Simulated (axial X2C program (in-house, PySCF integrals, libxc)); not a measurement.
# FB⁻: bond curves with and without spin–orbit coupling

Aim: find the lowest determinant of FB⁻, scan the bond at several levels and fit the constants, once spin-free and once with spin–orbit coupling.

Program: an in-house X2C program for linear molecules on PySCF integrals. Level of theory: all-electron X2C, F dyall-av3z, B dyall-av3z. These are calculated values, not measurements.

## (1) Input

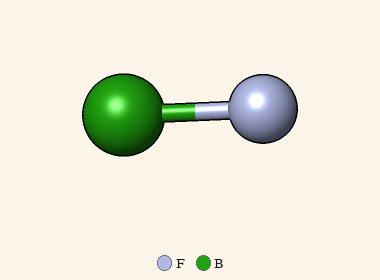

The two atoms at 1.490 Å (fluorine light blue, boron green).

task.json reads:

```json
{"zs": [9, 5], "q": -1, "bas": ["dyall-av3z", "dyall-av3z"], "levels": ["PBE0", "HF", "BLYP"], "cc": true, "r0": 1.49, "thr": -2.0, "nmax": 90, "npts": 10, "nst": 2, "ntry": 6}
```

Keys: zs atomic numbers; q charge; bas basis sets; levels methods (HF also brings MP2); cc coupled cluster on or off; r0 starting distance in Å; thr threshold in hartree for freezing inner shells (an s shell follows its p shell); nmax most natural virtual spinors; npts points asked for on the curve; nst determinants followed; ntry starts of the search.

The run is started by

```bash
python so2c.py task.json out
```

Spin-free means the one-electron spin-free X2C Hamiltonian; two-component (2c) means X2C with spin–orbit coupling and atomic mean-field two-electron Coulomb and Gaunt terms. Basis: F dyall-av3z contracted to [7s6p3d2f], B dyall-av3z contracted to [8s7p3d2f]; Gaussian nuclei, density fitting. Masses: F 18.998 u, B 11.009 u.

Notation: σ, π±, δ± give the projection m of an orbital's angular momentum (0, ±1, ±2), α and β its spin, Λ and M_S the sums; ω is the projection of a spinor's total angular momentum and Ω the sum. Logs are in hartree.

The results follow Hamiltonian by Hamiltonian and level by level.

## (2) Search for the lowest determinant

PBE0 moves the distance from 1.490 Å to 1.297 Å and compares determinants there.

Spin-free determinants:

| ΔE (eV) | state | open shells |
| --- | --- | --- |
| 0.00 | M_S = 1/2, Λ = 1 | beyond closed shells: π+α |
| 0.23 | M_S = 1/2, Λ = 0 | beyond closed shells: σα |
| 2.69 | M_S = 3/2, Λ = 0 | beyond closed shells: σα, π+α, π-α |
| 3.43 | M_S = 3/2, Λ = 1 | beyond closed shells: 2 × σα, π+α |
| 3.45 | M_S = 1/2, Λ = 2 | beyond closed shells: σα, π+α, π+β |
| 3.45 | M_S = 1/2, Λ = 0 | beyond closed shells: σα, π+β, π-α |
| 3.58 | M_S = 3/2, Λ = 2 | beyond closed shells: σα, 2 × π+α |

Two-component determinants:

| ΔE (eV) | state | open shells |
| --- | --- | --- |
| 0.00 | Ω = 1/2 | excess of +ω over −ω: ω = 1/2 |
| 0.00 | Ω = 3/2 | excess of +ω over −ω: ω = 3/2 |
| 3.44 | Ω = 5/2 | excess of +ω over −ω: 2 × ω = 1/2, ω = 3/2 |
| 3.58 | Ω = 7/2 | excess of +ω over −ω: ω = 1/2, 2 × ω = 3/2 |
| 3.90 | Ω = 5/2 | excess of +ω over −ω: ω = 5/2 |
| 4.23 | Ω = 1/2 | excess of +ω over −ω: 2 × ω = -1/2, ω = 3/2 |
| 4.85 | Ω = 3/2 | excess of +ω over −ω: 3 × ω = 1/2 |

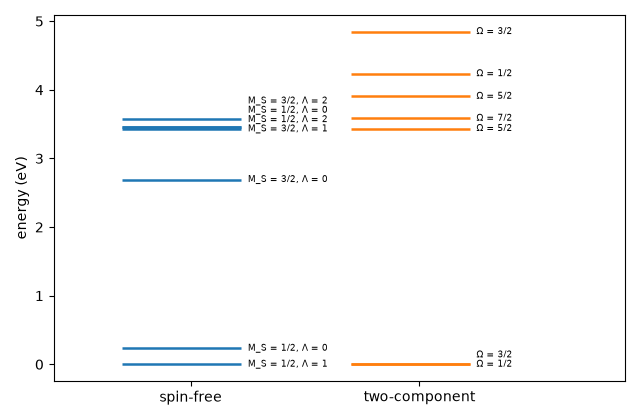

The determinants found, each set from its own lowest.

## (3) PBE0, spin-free

State followed: M_S = 1/2, Λ = 1 (beyond closed shells: π+α). The scan is laid around 1.297 Å, a first estimate of the minimum, and this SCF restarts from the orbitals of the search.

The SCF at the reference distance of 1.297 Å:

```text
spin-free X2C-1e  PBE0
basis functions 112  fitting functions 589  grid points 4347
iter        total energy     max residual
   1       -124.668063251     8.19e-06
   2       -124.668063254     5.67e-06
   3       -124.668063255     3.89e-06
converged
one-electron -210.50552997  Coulomb 81.88578598  exact exchange -3.48821531  xc functional -10.92014596  nuclear repulsion 18.36004201
```

Along the bond, energies from the lowest point:

| R (Å) | E (eV) | μ (D) | HOMO (eV) | LUMO (eV) | iterations |
| --- | --- | --- | --- | --- | --- |
| 1.128 | 0.7680 | -5.21 | 1.28 | 1.90 | 13 |
| 1.180 | 0.3084 | -5.24 | 1.29 | 1.94 | 12 |
| 1.219 | 0.1170 | -5.25 | 1.31 | 1.98 | 12 |
| 1.258 | 0.0222 | -5.22 | 1.32 | 2.02 | 12 |
| 1.297 | 0.0000 | -5.17 | 1.34 | 2.07 | 3 |
| 1.342 | 0.0412 | -5.09 | 1.36 | 2.14 | 12 |
| 1.388 | 0.1332 | -4.97 | 1.38 | 2.20 | 12 |
| 1.446 | 0.2997 | -4.77 | 1.41 | 2.29 | 12 |
| 1.518 | 0.5429 | -4.48 | 1.44 | 2.41 | 13 |
| 1.621 | 0.9221 | -3.96 | 1.46 | 2.57 | 13 |

Dipoles are positive if B is the positive end and refer to the centre of mass.

Outer orbitals at the reference distance:

| symmetry | occupied | ε (eV) | atomic character |
| --- | --- | --- | --- |
| σα | yes | -31.33 | 69% F s, 13% B p, 7% B d |
| σβ | yes | -31.26 | 69% F s, 13% B p, 7% B d |
| σα | yes | -12.66 | 80% F p, 7% B s, 5% B p |
| σβ | yes | -12.59 | 80% F p, 7% B s, 5% B p |
| π+α | yes | -10.18 | 83% F p, 9% B p, 5% B d |
| π-α | yes | -10.08 | 83% F p, 9% B p, 5% B d |
| π-β | yes | -10.01 | 83% F p, 9% B p, 5% B d |
| π+β | yes | -10.01 | 83% F p, 9% B p, 5% B d |
| σα | yes | -3.70 | 54% B s, 25% B p, 11% F p |
| σβ | yes | -3.38 | 54% B s, 26% B p, 11% F p |
| π+α | yes | 1.34 | 89% B p, 7% F p |
| π-α | no | 2.07 | 95% B p, 3% F p |
| σα | no | 2.38 | 97% B p, 2% B s |
| π+β | no | 2.65 | 91% B p, 6% F p |
| π-β | no | 2.65 | 91% B p, 6% F p |

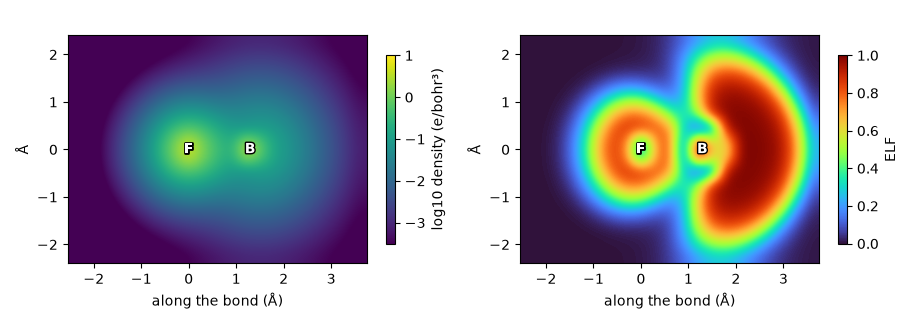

PBE0 fields in a plane through the axis, from a grid of 0.3 Å; F lies at z = 0 and B at z = 1.297 Å; the ELF is damped to zero where the density is low.

Re = 1.292 Å, ωe = 1200 cm⁻¹, ωexe = 15.6 cm⁻¹, Be = 1.45 cm⁻¹, De = 4.15 eV, μ = -5.18 D.

## (4) HF, spin-free

The SCF at the reference distance of 1.297 Å:

```text
spin-free X2C-1e  HF
basis functions 112  fitting functions 589  grid points 4347
iter        total energy     max residual
   1       -124.212563238     3.61e-02
   2       -124.226704370     1.04e-02
   3       -124.228616626     4.42e-03
   4       -124.229245502     2.59e-03
   5       -124.229757759     1.50e-03
   6       -124.230046658     6.81e-04
   7       -124.230126163     2.33e-04
   8       -124.230141932     1.04e-04
   9       -124.230142588     4.51e-05
  10       -124.230142633     8.59e-06
  11       -124.230142641     3.70e-06
  12       -124.230142641     6.46e-07
converged
one-electron -209.96083940  Coulomb 81.35513178  exact exchange -13.98447703  xc functional 0.00000000  nuclear repulsion 18.36004201
```

No constants are quoted: the solution changes its character somewhere along the scan, so the fit is set aside.

## (5) BLYP, spin-free

Output at 1.297 Å:

```text
spin-free X2C-1e  BLYP
basis functions 112  fitting functions 589  grid points 4347
iter        total energy     max residual
   1       -124.792154651     2.19e-02
   2       -124.794704799     9.72e-03
   3       -124.789454671     2.21e-02
   4       -124.795376615     3.17e-03
   5       -124.795544506     1.71e-03
   6       -124.795604720     1.64e-04
   7       -124.795605407     3.47e-05
   8       -124.795605434     4.51e-06
   9       -124.795605435     1.82e-06
converged
one-electron -210.54654585  Coulomb 81.92491002  exact exchange 0.00000000  xc functional -14.53401161  nuclear repulsion 18.36004201
```

Re = 1.314 Å, ωe = 1130 cm⁻¹, ωexe = 14.5 cm⁻¹, Be = 1.4 cm⁻¹, De = 3.89 eV, μ = -5.20 D.

## (6) Correlated methods, spin-free

Correlated methods: 11 electrons correlated (frozen shells, counted by type: F 1 s; B 1 s), 205 virtual spinors in MP2, 90 natural virtuals in coupled cluster.

Output of the correlated part at 1.297 Å:

```text
correlated 11  virtual 205  natural virtual 90  E(MP2) -0.341442365  MP2 remainder -0.012147359
iter   CCSD correlation   residual
   1     -0.329797874   1.35e-01
   2     -0.340113474   6.12e-02
   3     -0.343083670   3.14e-02
   4     -0.342863584   1.24e-02
   5     -0.342972272   7.62e-03
   6     -0.343046654   4.52e-03
   7     -0.343016561   1.31e-03
   8     -0.343040345   4.57e-04
   9     -0.343030086   1.21e-04
  10     -0.343031625   3.94e-05
  11     -0.343030617   1.53e-05
  12     -0.343030523   6.41e-06
  13     -0.343030475   2.39e-06
  14     -0.343030472   1.15e-06
(T) -0.011464166  T1 0.0440  D1 0.1322  max T2 0.125
```

T1 in the output is the amplitude norm over the root of the electron number; divide by √2 for the Lee–Taylor value.

MP2: No constants are quoted: the reference changes its character somewhere along the scan, so the fit is set aside.

CCSD: No constants are quoted: the reference changes its character somewhere along the scan, so the fit is set aside.

CCSD(T): No constants are quoted: the reference changes its character somewhere along the scan, so the fit is set aside.

## (7) A higher determinant, spin-free

State: M_S = 1/2, Λ = 0 (beyond closed shells: σα).

Output at the reference distance:

```text
spin-free X2C-1e  PBE0
basis functions 112  fitting functions 589  grid points 4347
iter        total energy     max residual
   1       -124.659524287     8.76e-06
   2       -124.659524291     8.98e-06
   3       -124.659524292     1.35e-06
converged
one-electron -209.67260759  Coulomb 81.01735698  exact exchange -3.47958864  xc functional -10.88472705  nuclear repulsion 18.36004201
```

| R (Å) | E above the lowest PBE0 point (eV) |
| --- | --- |
| 1.128 | 0.799 |
| 1.180 | 0.390 |
| 1.219 | 0.243 |
| 1.258 | 0.199 |
| 1.297 | 0.232 |
| 1.342 | 0.345 |
| 1.388 | 0.515 |
| 1.446 | 0.788 |
| 1.518 | 1.168 |

Re = 1.259 Å, ωe = 1412 cm⁻¹, ωexe = 12.6 cm⁻¹, Be = 1.526 cm⁻¹, μ = -3.42 D. Te = 0.20 eV.

## (8) The spin-free curves together

Energy (eV) of the followed determinant, spin-free, from each level's lowest point:

| R (Å) | PBE0 | HF (jumps) | MP2 (its reference jumps) | CCSD (its reference jumps) | CCSD(T) (its reference jumps) | BLYP |
| --- | --- | --- | --- | --- | --- | --- |
| 1.128 | 0.768 | 0.566 | 0.757 | n/a | n/a | 0.922 |
| 1.180 | 0.308 | 0.170 | 0.289 | 0.296 | 0.318 | 0.412 |
| 1.219 | 0.117 | 0.034 | 0.099 | 0.104 | 0.119 | 0.184 |
| 1.258 | 0.022 | 0.000 | 0.011 | 0.014 | 0.022 | 0.055 |
| 1.297 | 0.000 | 0.044 | 0.000 | 0.000 | 0.000 | 0.000 |
| 1.342 | 0.041 | 0.169 | 0.057 | 0.053 | 0.044 | 0.007 |
| 1.388 | 0.133 | 0.347 | 0.164 | 0.155 | 0.136 | 0.068 |
| 1.446 | 0.300 | 0.623 | 0.336 | 0.324 | 0.293 | 0.201 |
| 1.518 | 0.543 | 0.975 | 0.515 | n/a | n/a | 0.412 |
| 1.621 | 0.922 | 1.387 | 0.830 | n/a | n/a | 0.757 |

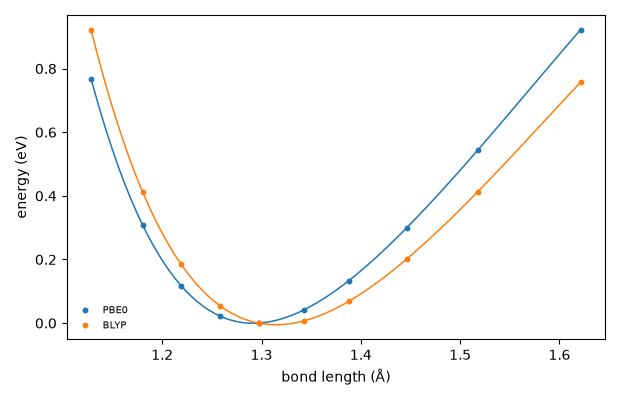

Curves of the followed state, spin-free, each from its own lowest point. Left out: HF, MP2, CCSD, CCSD(T).

## (9) PBE0, 2c

State followed: Ω = 1/2 (excess of +ω over −ω: ω = 1/2). The scan is laid around 1.297 Å, a first estimate of the minimum, and this SCF restarts from the orbitals of the search.

Output at 1.297 Å:

```text
two-component X2C + atomic mean field  PBE0
basis functions 112  fitting functions 589  grid points 4347
iter        total energy     max residual
   1       -124.660425399     1.39e-05
   2       -124.660425398     2.03e-05
   3       -124.660425401     1.21e-06
   4       -124.660425401     9.23e-07
converged
one-electron -210.48489989  Coulomb 81.87915762  exact exchange -3.48790512  xc functional -10.91919319  nuclear repulsion 18.36004201  atomic mean-field constant -0.00762685
```

Along the bond, energies from the lowest point:

| R (Å) | E (eV) | μ (D) | HOMO (eV) | LUMO (eV) | iterations |
| --- | --- | --- | --- | --- | --- |
| 1.128 | 0.7679 | -5.21 | 1.28 | 1.90 | 13 |
| 1.180 | 0.3083 | -5.25 | 1.29 | 1.94 | 12 |
| 1.219 | 0.1170 | -5.25 | 1.31 | 1.98 | 12 |
| 1.258 | 0.0222 | -5.22 | 1.32 | 2.02 | 12 |
| 1.297 | 0.0000 | -5.18 | 1.34 | 2.07 | 4 |
| 1.342 | 0.0413 | -5.09 | 1.36 | 2.14 | 12 |
| 1.388 | 0.1334 | -4.97 | 1.38 | 2.20 | 12 |
| 1.446 | 0.3000 | -4.77 | 1.41 | 2.30 | 12 |
| 1.518 | 0.5434 | -4.48 | 1.44 | 2.41 | 13 |
| 1.621 | 0.9228 | -3.97 | 1.46 | 2.57 | 13 |

Dipoles are positive if B is the positive end and refer to the centre of mass.

Outer spinors at the reference distance:

```json
{"ω": "-1/2", "occupied": "yes", "ε (eV)": "-31.33", "atomic character": "69% F s, 13% B p, 7% B d", "λ mixture": "100% σ"}
{"ω": "1/2", "occupied": "yes", "ε (eV)": "-31.26", "atomic character": "69% F s, 13% B p, 7% B d", "λ mixture": "100% σ"}
{"ω": "-1/2", "occupied": "yes", "ε (eV)": "-12.66", "atomic character": "80% F p, 7% B s, 5% B p", "λ mixture": "100% σ"}
{"ω": "1/2", "occupied": "yes", "ε (eV)": "-12.58", "atomic character": "80% F p, 7% B s, 5% B p", "λ mixture": "100% σ"}
{"ω": "1/2", "occupied": "yes", "ε (eV)": "-10.20", "atomic character": "83% F p, 9% B p, 5% B d", "λ mixture": "100% π"}
{"ω": "-3/2", "occupied": "yes", "ε (eV)": "-10.06", "atomic character": "83% F p, 9% B p, 5% B d", "λ mixture": "100% π"}
{"ω": "-1/2", "occupied": "yes", "ε (eV)": "-10.02", "atomic character": "83% F p, 9% B p, 5% B d", "λ mixture": "100% π"}
{"ω": "3/2", "occupied": "yes", "ε (eV)": "-9.99", "atomic character": "83% F p, 9% B p, 5% B d", "λ mixture": "100% π"}
{"ω": "-1/2", "occupied": "yes", "ε (eV)": "-3.70", "atomic character": "54% B s, 25% B p, 11% F p", "λ mixture": "100% σ"}
{"ω": "1/2", "occupied": "yes", "ε (eV)": "-3.38", "atomic character": "54% B s, 26% B p, 11% F p", "λ mixture": "100% σ"}
{"ω": "1/2", "occupied": "yes", "ε (eV)": "1.34", "atomic character": "89% B p, 7% F p", "λ mixture": "100% π"}
{"ω": "-3/2", "occupied": "no", "ε (eV)": "2.07", "atomic character": "95% B p, 3% F p", "λ mixture": "100% π"}
{"ω": "-1/2", "occupied": "no", "ε (eV)": "2.38", "atomic character": "96% B p, 2% B s", "λ mixture": "100% σ"}
{"ω": "-1/2", "occupied": "no", "ε (eV)": "2.65", "atomic character": "91% B p, 6% F p", "λ mixture": "100% π"}
{"ω": "3/2", "occupied": "no", "ε (eV)": "2.65", "atomic character": "91% B p, 6% F p", "λ mixture": "100% π"}
```

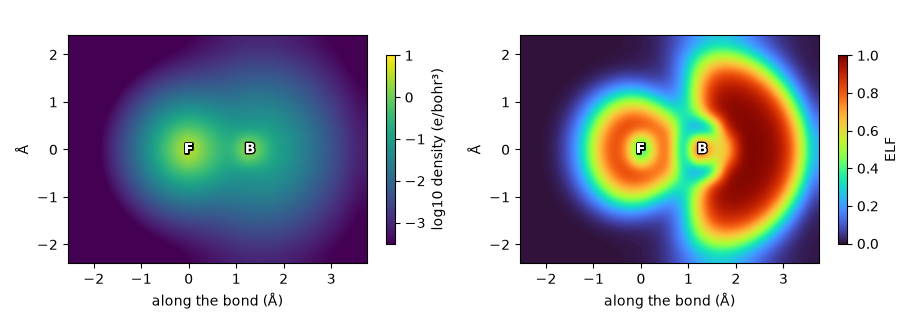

PBE0 fields in a plane through the axis, from a grid of 0.3 Å; F lies at z = 0 and B at z = 1.297 Å; the ELF is damped to zero where the density is low.

Re = 1.292 Å, ωe = 1200 cm⁻¹, ωexe = 15.6 cm⁻¹, Be = 1.45 cm⁻¹, De = 4.16 eV, μ = -5.18 D.

## (10) HF, 2c

The SCF at the reference distance of 1.297 Å:

```text
two-component X2C + atomic mean field  HF
basis functions 112  fitting functions 589  grid points 4347
iter        total energy     max residual
   1       -124.204947570     3.61e-02
   2       -124.219085574     1.04e-02
   3       -124.220998459     4.42e-03
   4       -124.221627928     2.59e-03
   5       -124.222141120     1.50e-03
   6       -124.222430758     6.82e-04
   7       -124.222510580     2.33e-04
   8       -124.222526417     1.04e-04
   9       -124.222527076     4.52e-05
  10       -124.222527122     8.62e-06
  11       -124.222527130     3.70e-06
  12       -124.222527130     6.46e-07
converged
one-electron -209.93972266  Coulomb 81.34799064  exact exchange -13.98321028  xc functional 0.00000000  nuclear repulsion 18.36004201  atomic mean-field constant -0.00762685
```

No constants are quoted: the solution changes its character somewhere along the scan, so the fit is set aside.

## (11) BLYP, 2c

Output at 1.297 Å:

```text
two-component X2C + atomic mean field  BLYP
basis functions 112  fitting functions 589  grid points 4347
iter        total energy     max residual
   1       -124.784474377     2.19e-02
   2       -124.787023166     9.71e-03
   3       -124.781759506     2.21e-02
   4       -124.787694363     3.17e-03
   5       -124.787863847     1.70e-03
   6       -124.787923528     1.64e-04
   7       -124.787924218     3.47e-05
   8       -124.787924245     4.51e-06
   9       -124.787924245     1.83e-06
converged
one-electron -210.52595177  Coulomb 81.91832893  exact exchange 0.00000000  xc functional -14.53271658  nuclear repulsion 18.36004201  atomic mean-field constant -0.00762685
```

Re = 1.314 Å, ωe = 1130 cm⁻¹, ωexe = 14.5 cm⁻¹, Be = 1.4 cm⁻¹, De = 3.89 eV, μ = -5.20 D.

## (12) Correlated methods, 2c

Correlated methods: 11 electrons correlated (frozen shells, counted by type: F 1 s; B 1 s), 205 virtual spinors in MP2, 90 natural virtuals in coupled cluster.

Output of the correlated part at 1.297 Å:

```text
correlated 11  virtual 205  natural virtual 90  E(MP2) -0.341407679  MP2 remainder -0.012146296
iter   CCSD correlation   residual
   1     -0.329773063   1.35e-01
   2     -0.340087054   6.11e-02
   3     -0.343056162   3.14e-02
   4     -0.342836132   1.24e-02
   5     -0.342945145   7.63e-03
   6     -0.343019765   4.53e-03
   7     -0.342989633   1.31e-03
   8     -0.343013439   4.57e-04
   9     -0.343003183   1.21e-04
  10     -0.343004720   3.93e-05
  11     -0.343003715   1.52e-05
  12     -0.343003620   6.37e-06
  13     -0.343003572   2.38e-06
  14     -0.343003569   1.14e-06
(T) -0.011463722  T1 0.0441  D1 0.1324  max T2 0.125
```

MP2: No constants are quoted: the reference changes its character somewhere along the scan, so the fit is set aside.

CCSD: No constants are quoted: the reference changes its character somewhere along the scan, so the fit is set aside.

CCSD(T): No constants are quoted: the reference changes its character somewhere along the scan, so the fit is set aside.

## (13) A higher determinant, 2c

State: Ω = 3/2 (excess of +ω over −ω: ω = 3/2).

Output at the reference distance:

```text
two-component X2C + atomic mean field  PBE0
basis functions 112  fitting functions 589  grid points 4347
iter        total energy     max residual
   1       -124.660362498     2.31e-05
   2       -124.660362494     3.27e-05
   3       -124.660362505     2.49e-06
   4       -124.660362505     9.08e-07
converged
one-electron -210.48095393  Coulomb 81.87505660  exact exchange -3.48786417  xc functional -10.91901618  nuclear repulsion 18.36004201  atomic mean-field constant -0.00762685
```

| R (Å) | E above the lowest PBE0 point (eV) |
| --- | --- |
| 1.128 | 0.769 |
| 1.180 | 0.309 |
| 1.219 | 0.118 |
| 1.258 | 0.024 |
| 1.297 | 0.002 |
| 1.342 | 0.043 |
| 1.388 | 0.136 |
| 1.446 | 0.302 |
| 1.518 | 0.546 |

Re = 1.291 Å, ωe = 1201 cm⁻¹, ωexe = 15.6 cm⁻¹, Be = 1.45 cm⁻¹, μ = -5.18 D. Te = 0.00 eV.

## (14) The 2c curves together

Energy (eV) of the followed determinant, 2c, from each level's lowest point:

| R (Å) | PBE0 | HF (jumps) | MP2 (its reference jumps) | CCSD (its reference jumps) | CCSD(T) (its reference jumps) | BLYP |
| --- | --- | --- | --- | --- | --- | --- |
| 1.128 | 0.768 | 0.566 | 0.757 | n/a | n/a | 0.922 |
| 1.180 | 0.308 | 0.170 | 0.289 | 0.296 | 0.318 | 0.412 |
| 1.219 | 0.117 | 0.033 | 0.099 | 0.104 | 0.119 | 0.184 |
| 1.258 | 0.022 | 0.000 | 0.011 | 0.014 | 0.022 | 0.055 |
| 1.297 | 0.000 | 0.045 | 0.000 | 0.000 | 0.000 | 0.000 |
| 1.342 | 0.041 | 0.169 | 0.057 | 0.053 | 0.044 | 0.007 |
| 1.388 | 0.133 | 0.347 | 0.164 | 0.155 | 0.136 | 0.069 |
| 1.446 | 0.300 | 0.623 | 0.336 | 0.325 | 0.293 | 0.202 |
| 1.518 | 0.543 | 0.975 | 0.515 | n/a | n/a | 0.413 |
| 1.621 | 0.923 | 1.388 | 0.831 | n/a | n/a | 0.758 |

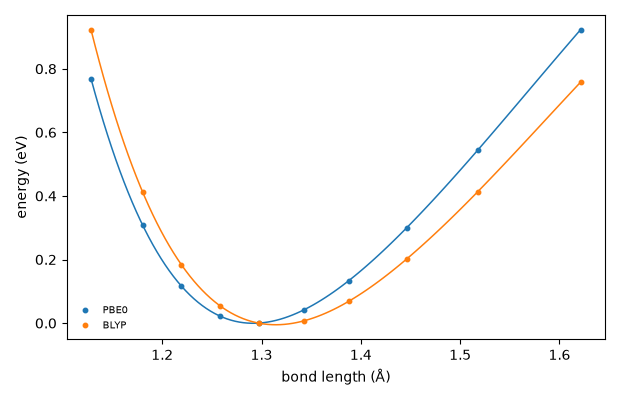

Curves of the followed state, 2c, each from its own lowest point. Left out: HF, MP2, CCSD, CCSD(T).

Time for the job: 1.7 min (1 thread of Intel Xeon 6975P-C (Granite Rapids), shared host); peak memory 0.62 GiB.

## (15) Results

Lowest determinant that the search found at its distance, spin-free: M_S = 1/2, Λ = 1 (beyond closed shells: π+α).

Lowest determinant that the search found at its distance, 2c: Ω = 1/2 (excess of +ω over −ω: ω = 1/2).

```csv
Hamiltonian,level,Re (Å),ωe (cm⁻¹),De (eV)
spin-free,PBE0,1.292,1200,4.15
spin-free,BLYP,1.314,1130,3.89
2c,PBE0,1.292,1200,4.16
2c,BLYP,1.314,1130,3.89
```

No constants: spin-free HF (the solution changes its character somewhere along the scan, so the fit is set aside); spin-free MP2 (the reference changes its character somewhere along the scan, so the fit is set aside); spin-free CCSD (the reference changes its character somewhere along the scan, so the fit is set aside); spin-free CCSD(T) (the reference changes its character somewhere along the scan, so the fit is set aside); 2c HF (the solution changes its character somewhere along the scan, so the fit is set aside); 2c MP2 (the reference changes its character somewhere along the scan, so the fit is set aside); 2c CCSD (the reference changes its character somewhere along the scan, so the fit is set aside); 2c CCSD(T) (the reference changes its character somewhere along the scan, so the fit is set aside).

Time per point (s) on 1 thread of Intel Xeon 6975P-C (Granite Rapids), shared host (2c runs); the times are rough: PBE0 0.23, BLYP 0.22.

At PBE0, going from spin-free to two-component changes Re by 0 mÅ, ωe by 0.0 %, which is small (part of it comes from the scalar share of the two-electron terms). De moves by 0.00 eV; both De rest on single-determinant atoms, which can miss part of an open shell's spin–orbit lowering. The highest occupied level is positive at the mean-field levels quoted, so the basis may hold the extra electron and these numbers are no safe properties of the anion.

De refers to F- + B, each in the lowest determinant found, which need not be this curve's own limit. The state is a single determinant with fixed occupations, the lowest that a limited PBE0 search found. De is counted from the lowest determinant-based energies of the atoms at the same level, without counterpoise correction. Density functionals use the spin component along the axis (collinear).
